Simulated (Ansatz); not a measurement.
# Calculations on TaNH$_{4}$OCl$_{4}$

Part 1: Relaxation

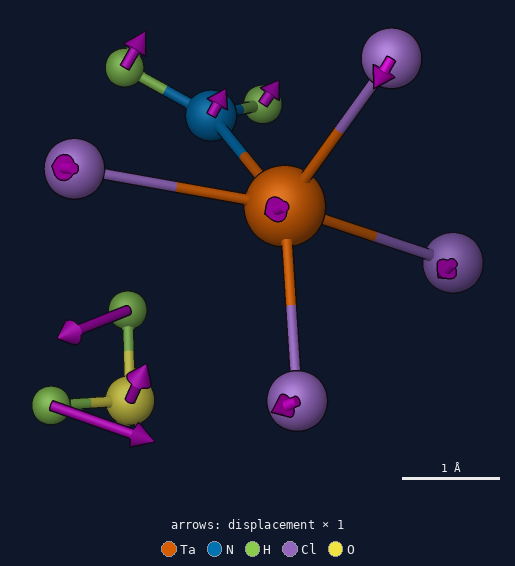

This is a relaxation of TaNH4OCl4. The starting structure is drawn; purple arrows show the displacements, at their true length. The two geometries are superimposed by the best rigid fit.

The picture is a ball-and-stick view, seen from a free direction.

The run prepares an end point of a later path (reaction) calculation, from a guessed geometry.

These are results of RKS PBE/def2-SVP in Ansatz, not measurements. (no spin polarisation; force threshold 0.03 eV/Å; at most 50 steps)

Atoms of which element are displaced furthest, and by how much?

Hydrogen: up to 1.19 Å, against 0.52 Å for oxygen.

What did the optimiser do to the structure, and how much energy did it gain?

Over 18 accepted moves (21 points after the start) the energy falls by 13.3 kcal/mol. Largest force component: 1.7 eV/Å at the start, 0.0098 eV/Å at the end. The line search rejected the trial steps at points 4, 10, 14 of the run. The largest move after the best rigid fit is that of an H atom, 1.19 Å. Largest moves by element: H 1.19 Å, O 0.52 Å, Cl 0.44 Å, Ta 0.39 Å, N 0.34 Å. Some distances before and after: O–Ta 3.207 → 2.359 Å, H–Ta 3.471 → 2.737 Å, H–Ta 2.981 → 2.800 Å, N–Ta 2.107 → 1.994 Å. New bonds form, among them: O–Ta (3.21 → 2.36 Å). Among the angles between lasting bonds that change: N–Ta–Cl 144.4° → 161.4°, Cl–Ta–Cl 106.0° → 96.3°, N–Ta–Cl 109.6° → 102.3°.

Limits of the set-up: the start holds two separate molecules, 2.3 Å apart at their closest, whose relative position is a soft coordinate and is computed without a dispersion correction.

Part 2: Relaxation

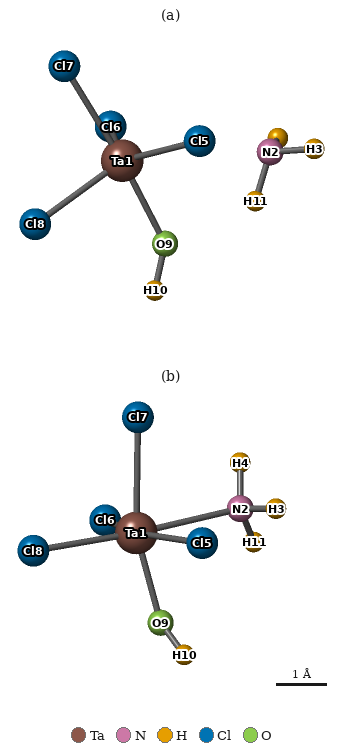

The structure of TaNH4OCl4 before (top) and after (bottom) a relaxation, at one scale.

A ball-and-stick model, seen at a tilt.

The run prepares an end point of a later path (reaction) calculation, from a guessed geometry.

These are results of RKS PBE/def2-SVP in Ansatz 0.2.0, not measurements.

The input:
```yaml
crystal:
  periodic: [false, false, false]
  atoms:
    - { symbol: Ta, position_ang: [-0.483267, -0.305458, 0.213326] }
    - { symbol: "N", position_ang: [2.851056, -0.077072, 0.253532] }
    - { symbol: H, position_ang: [3.417502, 0.159051, 1.077479] }
    - { symbol: H, position_ang: [3.433135, 0.045242, -0.583908] }
    - { symbol: Cl, position_ang: [0.153039, 0.529409, 2.28529] }
    - { symbol: Cl, position_ang: [0.306574, -0.028919, -1.957703] }
    - { symbol: Cl, position_ang: [-1.862405, 1.574952, -0.098254] }
    - { symbol: Cl, position_ang: [-2.381638, -1.620097, 0.328598] }
    - { symbol: O, position_ang: [0.564864, -1.968201, 0.450225] }
    - { symbol: H, position_ang: [0.391011, -2.921543, 0.543466] }
    - { symbol: H, position_ang: [2.594128, -1.086566, 0.322648] }
basis:
  gaussian: { orbitals: def2-SVP }
hamiltonian:
  xc: pbe
relax:
  f_tol: 0.03
  max_steps: 50
```

Run as
```bash
ansatz run input.yaml --threads 4 --pin off --max-ram 5120MiB --backend cpu --events-out ev --progress --plain --runs-dir out
```

Summarise the run.

The largest move after the best rigid fit is that of Cl7, 1.62 Å. By element the largest moves are Cl 1.62 Å, H 1.30 Å, N 0.65 Å, Ta 0.47 Å, O 0.38 Å. Some distances before and after: Ta1–H3 4.022 → 2.891 Å, Ta1–H4 4.012 → 2.902 Å, Ta1–N2 3.342 → 2.371 Å, Ta1–H11 3.177 → 2.922 Å. New bonds form, among them: Ta1–N2 (3.34 → 2.37 Å). Bond angles that change, for instance: Cl5–Ta1–Cl6 134.2° → 161.6°, Cl5–Ta1–Cl8 112.6° → 99.4°, Cl7–Ta1–O9 175.9° → 164.2°. Over 28 accepted moves (34 points after the start) the energy falls by 1.051 eV. The largest force component goes from 1.2 to 0.015 eV/Å. The line search rejected the trial steps at points 14, 17, 22, 29, 31, 33 of the run. The forces were under the threshold at step 24, but the run went on from there. Cost: 110 s on 4 threads of Arm Neoverse V2, with other jobs on the host, peak memory 0.25 GiB.

Limits of the set-up: the start holds two separate molecules, 2.2 Å apart at their closest, whose relative position is a soft coordinate and is computed without a dispersion correction.

Part 3: Path

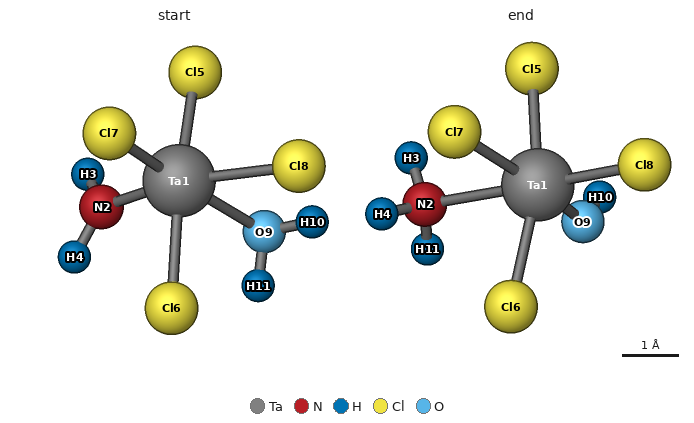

The two relaxed end points of a path for TaNH4OCl4. The picture is a ball-and-stick view, seen from a free direction.

The calculation used RKS PBE/def2-SVP in Ansatz.

Set-up: 5 movable images; climbing image; force threshold 0.05 eV/Å; iteration limit 60.

Start:
```xyz
11

Ta    0.2231   -0.0539    0.1811
N     2.1180    0.5658    0.2356
H     2.6085    0.8439    1.0933
H     2.7643    0.5458   -0.5615
Cl    0.2424    0.2891    2.4982
Cl    0.7827   -0.8547   -1.9907
Cl   -0.8962    1.8507   -0.4794
Cl   -1.7309   -1.4801    0.3144
O     1.0883   -2.1735    0.7521
H     0.2650   -2.7078    0.8481
H     1.5188   -2.5244   -0.0564
```

End:
```xyz
11

Ta   -0.0908   -0.5733    0.1146
N     2.2174   -0.0330    0.1097
H     2.5040    0.3012    1.0420
H     2.4164    0.7208   -0.5634
Cl    0.1360    0.0367    2.4263
Cl    0.4344   -1.0963   -2.1213
Cl   -0.2528    1.7546   -0.3571
Cl   -2.3656   -0.9920    0.0560
O     0.5052   -2.3002    0.6917
H     0.6714   -2.6777    1.5736
H     2.8083   -0.8399   -0.1373
```

Predict the minimum-energy path and its barrier.

Answer. The highest point, image 2, lies 0.34 eV above the start and 1.17 eV above the end; the end is at −0.82 eV relative to the start. A hydrogen atom shifts from one atom to another. Breaking: O9–H11 (0.98 → 1.15 at the top → 2.85 Å). Forming: N2–H11 (3.16 → 1.40 at the top → 1.03 Å). The band converged in 31 iterations. The largest component of the band force went from 23 to 0.025 eV/Å. The climbing image converged on the top of the path. Its vibrational analysis gives one imaginary mode (843i cm⁻¹), as a transition state must have.

Energies of the converged images:

| image | path (Å) | E (eV) |
| --- | --- | --- |
| 0 | 0.00 | 0.000 |
| 1 | 1.03 | 0.061 |
| 2 | 2.07 | 0.344 |
| 3 | 3.64 | -0.810 |
| 4 | 5.21 | -0.806 |
| 5 | 6.77 | -0.809 |
| 6 | 8.34 | -0.823 |

The geometry at the top of the path:

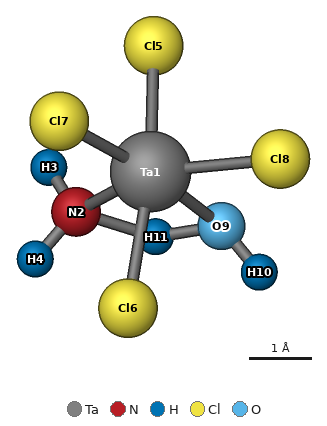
